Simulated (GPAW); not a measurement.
# A Ge chain with one bond drawn out: a series of junctions

Aim: how the conductance and the thermopower change along a series of junctions, a Ge chain with one bond drawn out.

Program: GPAW 26.7.0. Level of theory: GPAW LCAO, PAW setups; Landauer transmission from Green's functions with principal layers (ASE), zero bias. Results are calculated unless marked as measured.

### 1. Starting point

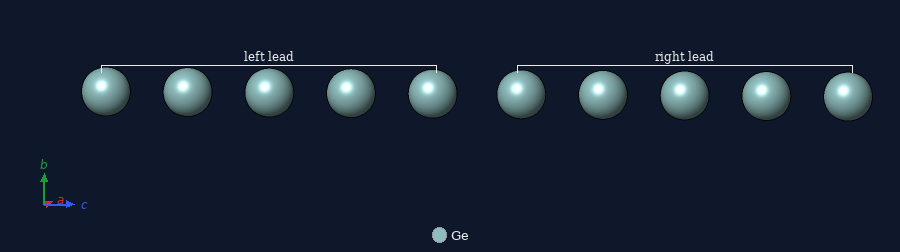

The cell as given, from the side, with the c axis across the page (germanium teal).

The cell holds 10 atoms: 10 Ge. Its edges and angles: a = 9.000 Å, b = 9.000 Å, c = 23.700 Å, α = 90.0°, β = 90.0°, γ = 90.0°. Regions: left lead, 5 atoms (5 Ge); right lead, 5 atoms (5 Ge). Vacuum lies along a and b. The structure is stacked along c, and the current runs across the ab planes.

### 2. Junction, stretch 0.2 Å

The structure changes from member to member while basis and functional stay, so that the trend is less open to errors of the level than any single value.

run.py reads:

```python
import json
import numpy as np
from ase import Atoms
from ase.transport.calculators import TransportCalculator
from gpaw import GPAW, FermiDirac
from gpaw.lcao.tools import get_lcao_hamiltonian
from scipy.linalg import eigh

# The junction with lead layers at both ends, along the third cell vector
device = Atoms(
    ['Ge', 'Ge', 'Ge', 'Ge', 'Ge', 'Ge', 'Ge', 'Ge', 'Ge', 'Ge'],
    positions=[
        [4.50000, 4.50000, 1.17500],
        [4.50000, 4.50000, 3.52500],
        [4.50000, 4.50000, 5.87500],
        [4.50000, 4.50000, 8.22500],
        [4.50000, 4.50000, 10.57500],
        [4.50000, 4.50000, 13.12500],
        [4.50000, 4.50000, 15.47500],
        [4.50000, 4.50000, 17.82500],
        [4.50000, 4.50000, 20.17500],
        [4.50000, 4.50000, 22.52500]],
    cell=[[9.0, 0.0, 0.0], [0.0, 9.0, 0.0], [0.0, 0.0, 23.7]],
    pbc=True)

# One principal layer of the lead: the first 3 atoms of the device
lead = Atoms(
    ['Ge', 'Ge', 'Ge'],
    positions=[
        [4.50000, 4.50000, 1.17500],
        [4.50000, 4.50000, 3.52500],
        [4.50000, 4.50000, 5.87500]],
    cell=[[9.0, 0.0, 0.0], [0.0, 9.0, 0.0], [0.0, 0.0, 7.05]],
    pbc=True)

settings = dict(mode='lcao', basis='dzp', xc='PBE', h=0.2,
                occupations=FermiDirac(0.1), maxiter=250,
                mixer=dict(beta=0.1, nmaxold=8, weight=100.0),
                convergence=dict(density=0.0001))
energies = np.arange(-2, 2 + 1e-9, 0.05)
eta = 0.0001
n1, n2 = 1, 1
# k and -k transmit alike, so half of the mesh across the current serves
mesh = [(i, j) for i in range(n1) for j in range(n2) if (i, j) <= (-i % n1, -j % n2)]
weights = np.array([1 if (i, j) == (-i % n1, -j % n2) else 2 for i, j in mesh]) / (n1 * n2)

# [... helper functions left out ...]
fermi_lead = ground_state(lead, (1, 1, 16), 'lead.txt')
fermi_device = ground_state(device, (1, 1, 3), 'device.txt')
# [... loop over the mesh left out, but for ...]
        # Shift the lead onto the potential of the device's first layer
        shift = ((H[:, 0, 0] - H0[:, 0, 0]) / S0[0, 0]).real.mean()
# [...]
kT = 8.617333e-5 * 300
bias = [0.1, 0.2, 0.5, 1.0, 1.5, 2.0]
# [... integrals and printing left out ...]
```

On the command line:

```sh
$ OMP_NUM_THREADS=1 OPENBLAS_NUM_THREADS=1 python run.py
```

Log:

```text
basis functions: device 130, principal layer 39
Fermi level: lead -3.5427 eV, device -3.5406 eV; lead shifted by 0.0305 eV
largest coupling past the next layer 9.77e-06 eV, largest misfit of the first layer 0.040 eV
  E-E_F (eV)   T (one spin)  [channel counts left out]
    -2.000    9.5884e-01
    -1.950    9.5954e-01
    -1.900    9.6021e-01
    -1.850    9.6084e-01
    -1.800    9.6145e-01
    -1.750    9.6204e-01
    -1.700    9.6260e-01
    -1.650    9.6313e-01
    -1.600    9.6365e-01
    -1.550    9.6414e-01
    -1.500    9.6460e-01
    -1.450    9.6505e-01
    -1.400    9.6548e-01
    -1.350    9.6589e-01
    -1.300    9.6627e-01
    -1.250    9.6664e-01
[...]
1.650    2.8416e+00
     1.700    2.8438e+00
     1.750    2.8458e+00
     1.800    2.8476e+00
     1.850    2.8493e+00
     1.900    2.8507e+00
     1.950    2.8518e+00
     2.000    2.8527e+00
conductance at 300 K: 2.9038 G0 a cell; thermopower -0.08527 uV/K
current from the zero-bias T(E) at 0.1 V: 22.497 uA
current from the zero-bias T(E) at 0.2 V: 44.986 uA
current from the zero-bias T(E) at 0.5 V: 112.32 uA
current from the zero-bias T(E) at 1.0 V: 223.58 uA
current from the zero-bias T(E) at 1.5 V: 332.43 uA
current from the zero-bias T(E) at 2.0 V: 435.33 uA
```

The job ended after 47 s (1 thread of AMD EPYC 7R43, shared host; peak memory 0.77 GiB).

Numbers from this step:

```
conductance                                    : 2.904 G₀
largest coupling past the next principal layer : 9.77e-6 eV
largest misfit of the first principal layer    : 0.03979 eV
shift that aligns the lead                     : 0.03048 eV
basis functions of the junction                : 130
basis functions of a principal layer           : 39
transmission at the Fermi level (one spin)     : 2.904
```

One spin. The transmission, zone mean by energy, zero at the Fermi level:

```
energy (eV)  transmission, zone mean
    -2.0000                    0.959
    -1.7500                    0.962
    -1.5000                    0.965
    -1.2500                    0.967
    -1.0000                     2.22
    -0.7500                     2.67
    -0.5000                     2.82
    -0.2500                     2.88
     0.0000                     2.90
     0.1000                     2.91
     0.2500                     2.90
     0.5000                     2.88
     0.7500                     2.85
     1.0000                     2.83
     1.2500                     2.83
     1.5000                     2.83
     1.7500                     2.85
     2.0000                     2.85
```

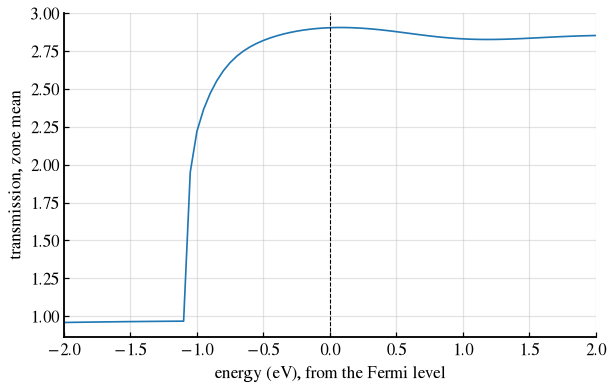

Transmission, zone mean, plotted against energy.

Not self-consistent under bias; the bias window is split evenly. The current through one cell, from the zero-bias transmission by bias:

```
bias (V)  current through one cell, from the zero-bias transmission (μA)
   0.100                                                            22.5
   0.200                                                            45.0
   0.500                                                             112
   1.000                                                             224
   1.500                                                             332
   2.000                                                             435
```

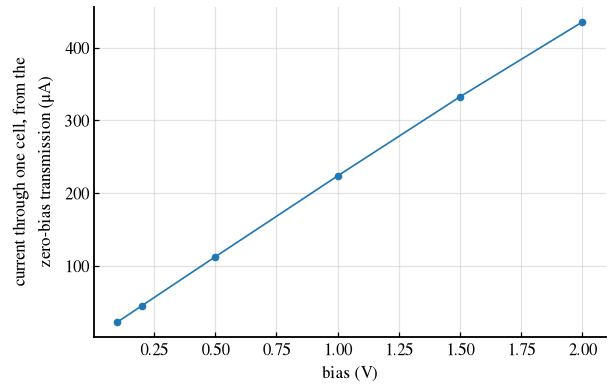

Current through one cell, from the zero-bias transmission, plotted against bias.

Table of transmission of the three most open eigenchannels by energy, zero at the Fermi level:

```
energy (eV)  channel 1  channel 2 = channel 3
     -2.000      0.959                      0
     -1.800      0.961                      0
     -1.600      0.964                      0
     -1.400      0.965                      0
     -1.200      0.967                3.6e-11
     -1.000      0.968                  0.626
     -0.800      0.969                  0.826
     -0.600      0.970                  0.904
     -0.400      0.971                  0.940
     -0.200      0.971                  0.959
      0.000      0.971                  0.966
      0.200      0.972                  0.966
      0.400      0.972                  0.958
      0.600      0.972                  0.947
      0.800      0.972                  0.936
      1.000      0.972                  0.929
      1.200      0.972                  0.927
      1.400      0.972                  0.929
      1.600      0.972                  0.934
      1.800      0.972                  0.938
      2.000      0.972                  0.940
```

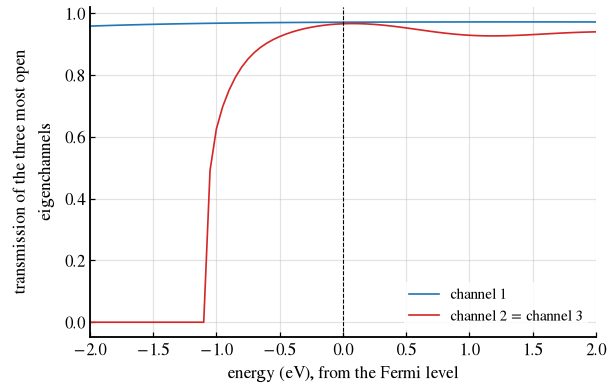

Transmission of the three most open eigenchannels, plotted against energy.

Couplings past the next layer reach 9.8e-6 eV, small enough to drop; the matrix elements of the cell's first layer differ from the bulk lead's by up to 0.040 eV. That layer keeps its own values in the calculation, and only beyond it is the lead taken as perfect. The Fermi levels of lead and junction count from different zeros of potential, one for each periodic cell; with both set to zero, the small remaining shift is what aligns them. By hand: G = 2.904 × 77.48 μS = 225 μS, a resistance of 4.44 kΩ; at 0.1 V a linear junction would pass 22.5 μA, and the integral over the bias window gives 22.5 μA.

### 3. Member of the series: stretch = 0.5

The cell differs from the one that the last finished run ended in (c 23.700 → 24.000 Å).

run.py: that of step 2 with these lines changed.

```diff
@@ -17,8 +17,8 @@
         [4.50000, 4.50000, 10.57500],
-        [4.50000, 4.50000, 13.12500],
-        [4.50000, 4.50000, 15.47500],
-        [4.50000, 4.50000, 17.82500],
-        [4.50000, 4.50000, 20.17500],
-        [4.50000, 4.50000, 22.52500]],
-    cell=[[9.0, 0.0, 0.0], [0.0, 9.0, 0.0], [0.0, 0.0, 23.7]],
+        [4.50000, 4.50000, 13.42500],
+        [4.50000, 4.50000, 15.77500],
+        [4.50000, 4.50000, 18.12500],
+        [4.50000, 4.50000, 20.47500],
+        [4.50000, 4.50000, 22.82500]],
+    cell=[[9.0, 0.0, 0.0], [0.0, 9.0, 0.0], [0.0, 0.0, 24.0]],
     pbc=True)
```

Log:

```text
basis functions: device 130, principal layer 39
Fermi level: lead -3.5427 eV, device -3.5336 eV; lead shifted by 0.0094 eV
largest coupling past the next layer 9.77e-06 eV, largest misfit of the first layer 0.075 eV
  E-E_F (eV)   T (one spin)  [channel counts left out]
    -2.000    7.7584e-01
    -1.950    7.7829e-01
    -1.900    7.8064e-01
    -1.850    7.8289e-01
    -1.800    7.8505e-01
    -1.750    7.8713e-01
    -1.700    7.8913e-01
    -1.650    7.9107e-01
    -1.600    7.9294e-01
    -1.550    7.9474e-01
    -1.500    7.9649e-01
    -1.450    7.9818e-01
    -1.400    7.9982e-01
    -1.350    8.0141e-01
    -1.300    8.0296e-01
    -1.250    8.0447e-01
[...]
1.650    2.1900e+00
     1.700    2.1962e+00
     1.750    2.2022e+00
     1.800    2.2079e+00
     1.850    2.2132e+00
     1.900    2.2182e+00
     1.950    2.2226e+00
     2.000    2.2265e+00
conductance at 300 K: 2.4339 G0 a cell; thermopower -0.3224 uV/K
current from the zero-bias T(E) at 0.1 V: 18.85 uA
current from the zero-bias T(E) at 0.2 V: 37.651 uA
current from the zero-bias T(E) at 0.5 V: 93.301 uA
current from the zero-bias T(E) at 1.0 V: 181.11 uA
current from the zero-bias T(E) at 1.5 V: 260.51 uA
current from the zero-bias T(E) at 2.0 V: 330.85 uA
```

It took 49 s on 1 thread; peak memory 0.78 GiB.

Numbers from this step:

```
conductance                                 : 2.434 G₀
largest misfit of the first principal layer : 0.07539 eV
shift that aligns the lead                  : 0.009380 eV
transmission at the Fermi level (one spin)  : 2.437
```

One spin. Transmission, zone mean against energy, zero at the Fermi level:

```
energy (eV)  transmission, zone mean
    -2.0000                    0.776
    -1.7500                    0.787
    -1.5000                    0.796
    -1.2500                    0.804
    -1.0000                     1.18
    -0.7500                     1.68
    -0.5000                     2.03
    -0.2500                     2.32
     0.0000                     2.44
     0.0500                     2.44
     0.2500                     2.40
     0.5000                     2.29
     0.7500                     2.20
     1.0000                     2.15
     1.2500                     2.15
     1.5000                     2.17
     1.7500                     2.20
     2.0000                     2.23
```

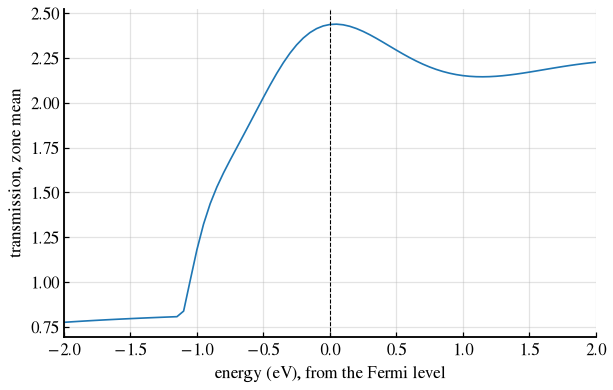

Transmission, zone mean, plotted against energy.

Not self-consistent under bias; the bias window is split evenly. Table of current through one cell, from the zero-bias transmission by bias:

```
bias (V)  current through one cell, from the zero-bias transmission (μA)
   0.100                                                            18.8
   0.200                                                            37.7
   0.500                                                            93.3
   1.000                                                             181
   1.500                                                             261
   2.000                                                             331
```

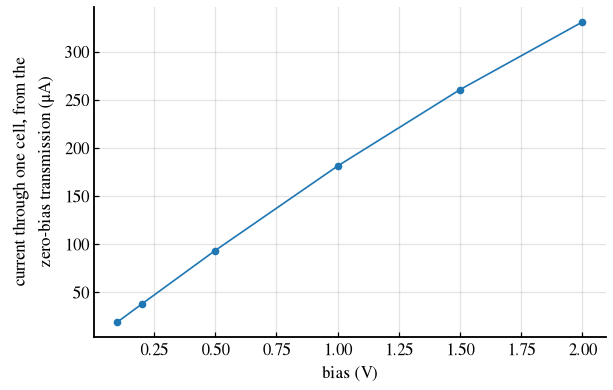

Current through one cell, from the zero-bias transmission, plotted against bias.

Transmission of the three most open eigenchannels against energy, zero at the Fermi level:

```
energy (eV)  channel 1  channel 2 = channel 3
     -2.000      0.776                      0
     -1.500      0.796                      0
     -1.000      0.811                  0.185
     -0.500      0.823                  0.603
      0.000      0.833                  0.802
      0.500      0.840                  0.727
      1.000      0.844                  0.654
      1.500      0.845                  0.663
      2.000      0.845                  0.691
```

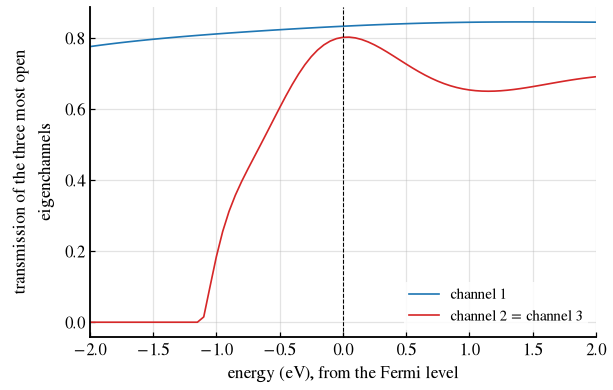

Transmission of the three most open eigenchannels, plotted against energy.

The conductance, 2.43 G₀, lies 16 % below that of the member before.

### 4. Junction: stretch = 0.8

The cell differs from the one that the last finished run ended in (c 24.000 → 24.300 Å).

run.py: that of step 3 with these lines changed.

```diff
@@ -17,8 +17,8 @@
         [4.50000, 4.50000, 10.57500],
-        [4.50000, 4.50000, 13.42500],
-        [4.50000, 4.50000, 15.77500],
-        [4.50000, 4.50000, 18.12500],
-        [4.50000, 4.50000, 20.47500],
-        [4.50000, 4.50000, 22.82500]],
-    cell=[[9.0, 0.0, 0.0], [0.0, 9.0, 0.0], [0.0, 0.0, 24.0]],
+        [4.50000, 4.50000, 13.72500],
+        [4.50000, 4.50000, 16.07500],
+        [4.50000, 4.50000, 18.42500],
+        [4.50000, 4.50000, 20.77500],
+        [4.50000, 4.50000, 23.12500]],
+    cell=[[9.0, 0.0, 0.0], [0.0, 9.0, 0.0], [0.0, 0.0, 24.3]],
     pbc=True)
```

Log:

```text
basis functions: device 130, principal layer 39
Fermi level: lead -3.5427 eV, device -3.5285 eV; lead shifted by -0.0168 eV
largest coupling past the next layer 9.77e-06 eV, largest misfit of the first layer 0.097 eV
  E-E_F (eV)   T (one spin)  [channel counts left out]
    -2.000    5.3196e-01
    -1.950    5.3540e-01
    -1.900    5.3873e-01
[...]
1.950    1.5115e+00
     2.000    1.5174e+00
conductance at 300 K: 1.7335 G0 a cell; thermopower -0.6315 uV/K
current from the zero-bias T(E) at 0.1 V: 13.418 uA
current from the zero-bias T(E) at 0.2 V: 26.758 uA
current from the zero-bias T(E) at 0.5 V: 65.602 uA
current from the zero-bias T(E) at 1.0 V: 123.73 uA
current from the zero-bias T(E) at 1.5 V: 173.64 uA
current from the zero-bias T(E) at 2.0 V: 217.96 uA
```

It took 54 s on 1 thread; peak memory 0.78 GiB.

The conductance, 1.73 G₀, lies 29 % below that of the member before.

### 5. Junction: stretch = 1.2

The cell differs from the one that the last finished run ended in (c 24.300 → 24.700 Å).

run.py: that of step 4 with these lines changed.

```diff
@@ -17,8 +17,8 @@
         [4.50000, 4.50000, 10.57500],
-        [4.50000, 4.50000, 13.72500],
-        [4.50000, 4.50000, 16.07500],
-        [4.50000, 4.50000, 18.42500],
-        [4.50000, 4.50000, 20.77500],
-        [4.50000, 4.50000, 23.12500]],
-    cell=[[9.0, 0.0, 0.0], [0.0, 9.0, 0.0], [0.0, 0.0, 24.3]],
+        [4.50000, 4.50000, 14.12500],
+        [4.50000, 4.50000, 16.47500],
+        [4.50000, 4.50000, 18.82500],
+        [4.50000, 4.50000, 21.17500],
+        [4.50000, 4.50000, 23.52500]],
+    cell=[[9.0, 0.0, 0.0], [0.0, 9.0, 0.0], [0.0, 0.0, 24.7]],
     pbc=True)
```

Log:

```text
basis functions: device 130, principal layer 39
Fermi level: lead -3.5427 eV, device -3.5240 eV; lead shifted by -0.0475 eV
largest coupling past the next layer 9.77e-06 eV, largest misfit of the first layer 0.110 eV
  E-E_F (eV)   T (one spin)  [channel counts left out]
    -2.000    2.6179e-01
    -1.950    2.6482e-01
    -1.900    2.6780e-01
[...]
1.950    8.2099e-01
     2.000    8.2673e-01
conductance at 300 K: 0.89291 G0 a cell; thermopower -0.9674 uV/K
current from the zero-bias T(E) at 0.1 V: 6.908 uA
current from the zero-bias T(E) at 0.2 V: 13.756 uA
current from the zero-bias T(E) at 0.5 V: 33.422 uA
current from the zero-bias T(E) at 1.0 V: 61.921 uA
current from the zero-bias T(E) at 1.5 V: 86.206 uA
current from the zero-bias T(E) at 2.0 V: 108.38 uA
```

It took 54 s on 1 thread; peak memory 0.79 GiB.

The conductance, 0.893 G₀, lies 48 % below that of the member before.

### 6. Junction: stretch = 1.6

The cell differs from the one that the last finished run ended in (c 24.700 → 25.100 Å).

run.py: that of step 5 with these lines changed.

```diff
@@ -17,8 +17,8 @@
         [4.50000, 4.50000, 10.57500],
-        [4.50000, 4.50000, 14.12500],
-        [4.50000, 4.50000, 16.47500],
-        [4.50000, 4.50000, 18.82500],
-        [4.50000, 4.50000, 21.17500],
-        [4.50000, 4.50000, 23.52500]],
-    cell=[[9.0, 0.0, 0.0], [0.0, 9.0, 0.0], [0.0, 0.0, 24.7]],
+        [4.50000, 4.50000, 14.52500],
+        [4.50000, 4.50000, 16.87500],
+        [4.50000, 4.50000, 19.22500],
+        [4.50000, 4.50000, 21.57500],
+        [4.50000, 4.50000, 23.92500]],
+    cell=[[9.0, 0.0, 0.0], [0.0, 9.0, 0.0], [0.0, 0.0, 25.1]],
     pbc=True)
```

Log:

```text
basis functions: device 130, principal layer 39
Fermi level: lead -3.5427 eV, device -3.5219 eV; lead shifted by -0.0697 eV
largest coupling past the next layer 9.77e-06 eV, largest misfit of the first layer 0.114 eV
  E-E_F (eV)   T (one spin)  [channel counts left out]
    -2.000    1.0937e-01
    -1.950    1.1119e-01
    -1.900    1.1301e-01
[...]
1.950    4.2481e-01
     2.000    4.2925e-01
conductance at 300 K: 0.39454 G0 a cell; thermopower -1.325 uV/K
current from the zero-bias T(E) at 0.1 V: 3.0521 uA
current from the zero-bias T(E) at 0.2 V: 6.0763 uA
current from the zero-bias T(E) at 0.5 V: 14.752 uA
current from the zero-bias T(E) at 1.0 V: 27.39 uA
current from the zero-bias T(E) at 1.5 V: 38.417 uA
current from the zero-bias T(E) at 2.0 V: 48.768 uA
```

The job ended after 50 s (1 thread; peak memory 0.79 GiB).

One spin. Transmission, zone mean against energy, zero at the Fermi level:

```
energy (eV)  transmission, zone mean
    -2.0000                    0.109
    -1.7500                    0.119
    -1.5000                    0.128
    -1.2500                    0.138
    -1.0000                    0.164
    -0.7500                    0.197
    -0.5000                    0.242
    -0.2500                    0.332
     0.0000                    0.396
     0.0500                    0.398
     0.2500                    0.381
     0.5000                    0.357
     0.7500                    0.350
     1.0000                    0.356
     1.2500                    0.369
     1.5000                    0.387
     1.7500                    0.407
     2.0000                    0.429
```

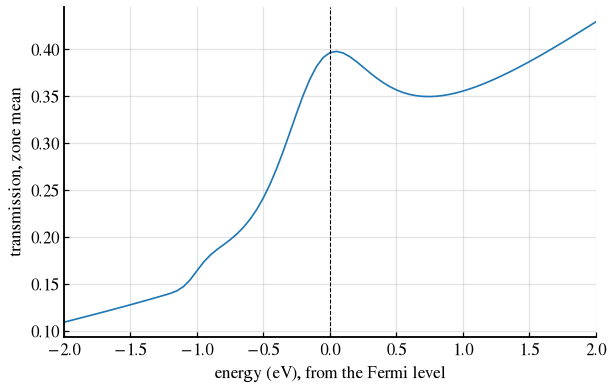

Transmission, zone mean, plotted against energy.

The conductance, 0.395 G₀, lies 56 % below that of the member before.

[end of part 1 of 2]

[Logs are printed without paths, hosts, clocks, repeated set-up lines and the standing remarks that a program may print on its own settings, such as how far it seeks lower states.]

[Hosts, paths, dates, database ids (printed as entryN), source tags and the programs' standing remarks are cut or masked in the printed files.]
